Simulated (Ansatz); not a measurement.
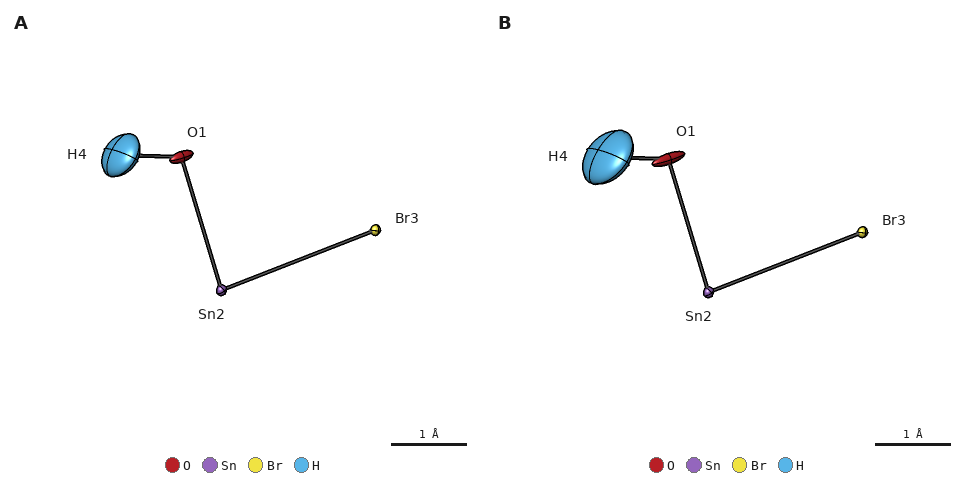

Displacement ellipsoids at the 50 % level, from the internal vibrations of the free molecule (harmonic, no overall translation or rotation; no half-axis is drawn under 0.075 Å). Vibrations computed with RKS PBE0-D4/def2-TZVP, core potentials on Sn (Ansatz 0.2.0). One panel is for 298 K, the other for 600 K.

Which panel is for 600 K?

Answer. B.

How much does the mean-square displacement of O1 grow, and why?

Answer. U_eq goes from 0.0055 to 0.0104 Å², a factor of 1.9. Modes below kT (417 cm⁻¹ at 600 K) grow about in proportion to T, and the lowest lies at 146 cm⁻¹; the mean-square amplitude of a mode is its zero-point value times coth(ħω/2kT), which comes close to 1 only above about 3kT.
